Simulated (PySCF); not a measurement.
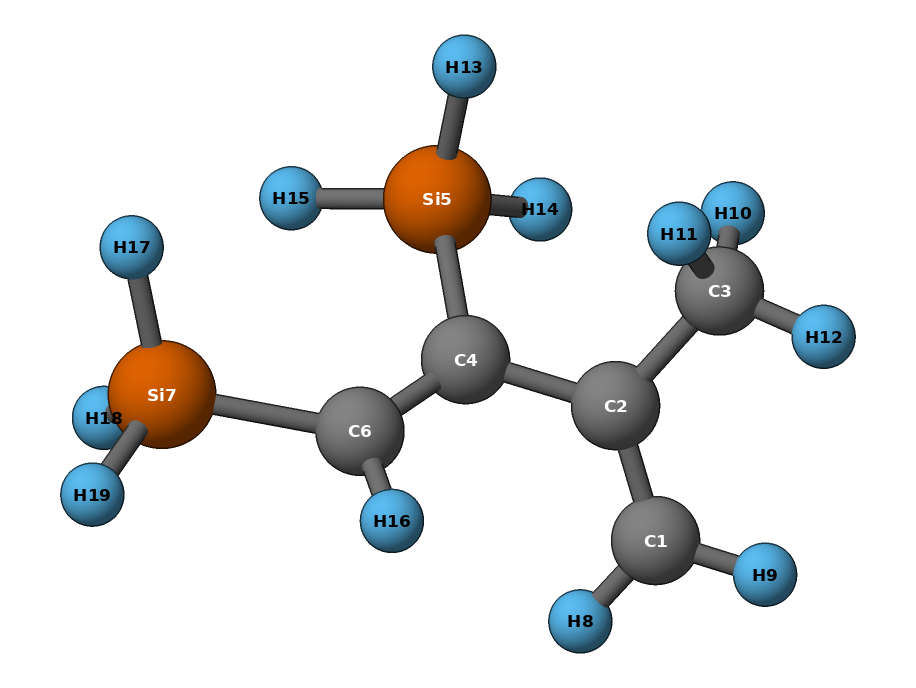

The geometry was computed by an optimisation with GFN2-xTB. No frequency run is at hand to confirm it as a minimum. Level of theory: GIAO PBE0/pcSseg-1 NMR shielding, non-relativistic, gas phase (PySCF 2.14.0). Principal shieldings σ11 ≤ σ22 ≤ σ33, span Ω = σ33 − σ11, skew κ = 3(σiso − σ22)/Ω.

Which Si atom has the most anisotropic shielding?

Si5, with a span of 59 ppm.

Give the shielding tensors of the Si atoms.

| atom | σ11 | σ22 | σ33 | σiso | Ω | κ |
| --- | --- | --- | --- | --- | --- | --- |
| Si5 | 402.9 | 429.4 | 461.8 | 431.4 | 58.9 | 0.10 |
| Si7 | 414.6 | 426.7 | 465.3 | 435.5 | 50.7 | 0.52 |

Shieldings and span in ppm.

The geometry is semi-empirical. Around Si such bond lengths and angles can be off by a tenth of an ångström or more and by several degrees, and values that hang on the shape move with them.
